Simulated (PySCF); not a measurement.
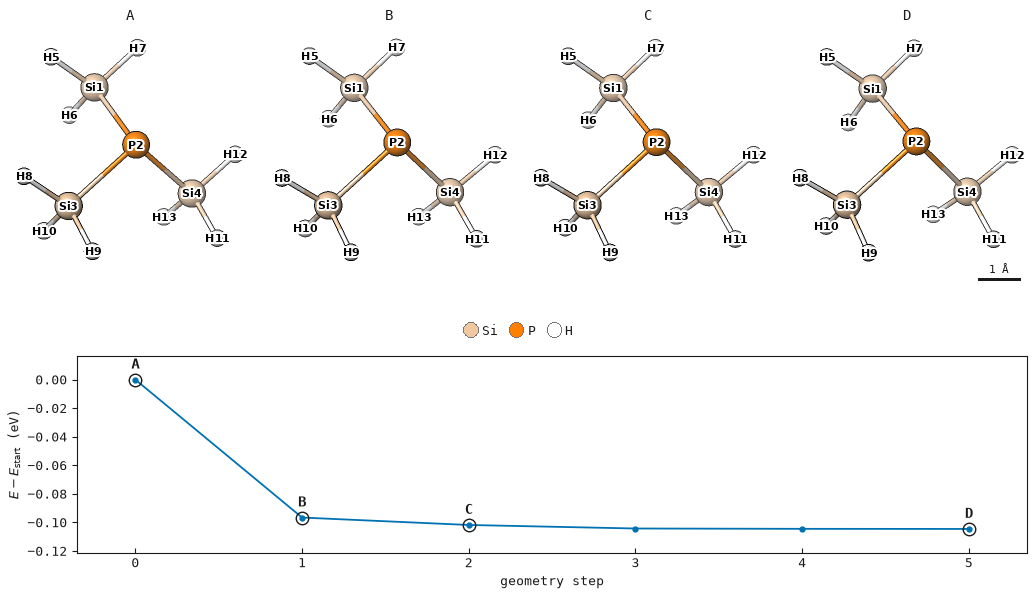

Frames of a relaxation of Si3PH9, marked on the history of the run. The picture is a ball-and-stick view, seen at a tilt.

The start comes from GFN2-xTB. Its atoms were then displaced at random by about 0.01 Å.

Theory: PySCF 2.14.0, density-fitted response routines, PBE0-D3(BJ)/def2-TZVP geometry optimisation, gas phase. 

Q: Describe the path.

A: The atom that moves furthest after the best rigid fit is H13 (0.21 Å). By element the largest moves are H 0.21 Å, P 0.20 Å, Si 0.05 Å. Near-neighbour distances that change, for instance: P2–Si4 2.192 → 2.245 Å, P2–Si3 2.207 → 2.246 Å, Si4–H11 1.449 → 1.486 Å, Si1–H5 1.463 → 1.486 Å. Bond angles that change, for instance: Si1–P2–Si4 102.9° → 96.0°, Si1–P2–Si3 101.6° → 96.0°, H12–Si4–H13 106.3° → 108.9°. After 5 geometry steps the energy has fallen by 0.105 eV. From step 0 to 1: P2 moves most (0.14 Å), energy −0.097 eV. From step 1 to 2: H6 moves most (0.04 Å), energy −0.005 eV. From step 2 to 5: H6 moves most (0.07 Å), energy −0.003 eV.

```
step  E − E(0), eV
   0        0.0000
   1       -0.0966
   2       -0.1018
   3       -0.1042
   4       -0.1045
   5       -0.1045
```
